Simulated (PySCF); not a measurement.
System: C4H10FPSi (SMILES F[SiH]1CCPCC1).

The calculation's input:

```
{"job": {"kind": "nmr", "xc": "PBE0", "basis": "pcSseg-1"}, "charge": 0, "multiplicity": 1}
F     -0.071726    -1.873266     1.678041
Si    -0.239972    -1.598464     0.086969
C     -1.651993    -0.343533    -0.109492
C     -1.224016     1.063725     0.312125
P      0.163243     1.687944    -0.764352
C      1.524097     0.632350    -0.052629
C      1.385517    -0.820443    -0.512273
H     -0.521766    -2.907505    -0.481669
H     -2.516439    -0.649226     0.484008
H     -1.980598    -0.313529    -1.149896
H     -2.059478     1.762738     0.206139
H     -0.906698     1.070198     1.359001
H      0.445822     2.806281     0.039587
H      1.501189     0.691979     1.039488
H      2.475573     1.049673    -0.396656
H      1.432176    -0.850417    -1.602281
H      2.238069    -1.396476    -0.146021
```

Launched as:

```sh
OMP_NUM_THREADS=1 python probes_run.py task.json out
```

Geometry: GFN2-xTB.

Computed with PBE0/pcSseg-1, SCF density, gas phase, non-relativistic in PySCF.

What will maps of the electron density and electron localisation function show?

C–C (1.53 Å): the density is about 1.6 e/Å³ at the midpoint; the ELF peaks at about 0.95 between the atoms: a covalent bond.
C–P (1.86 Å): ρ at the midpoint is about 1.1 e/Å³; the ELF peaks at about 0.95 between the atoms; a covalent bond.
C–H (1.09 Å): ρ at the midpoint is about 1.9 e/Å³; the ELF climbs to about 1 towards the hydrogen, as it does in any bond to H; an ordinary covalent bond to hydrogen.
P–H (1.41 Å): ρ at the midpoint is about 1.1 e/Å³; the ELF climbs to about 1 towards the hydrogen.

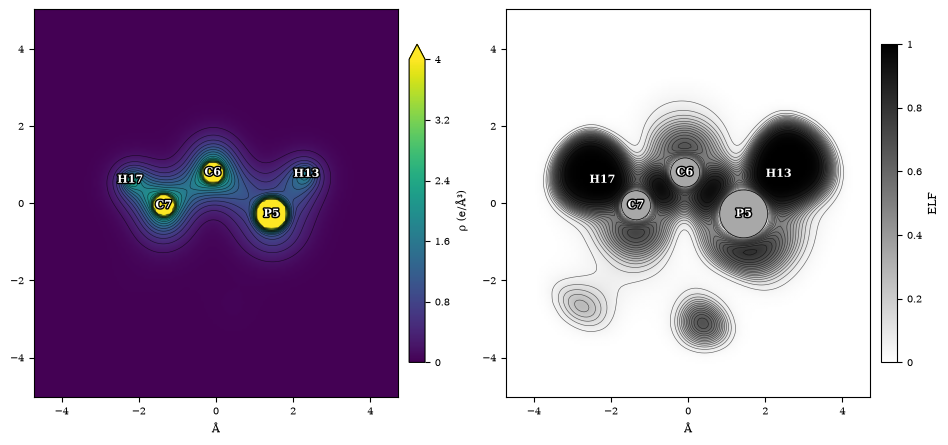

Computed electron density and electron localisation function on the plane of atoms C6, C7 and H17, in this order. Grey discs cover the atomic cores in the ELF map. 
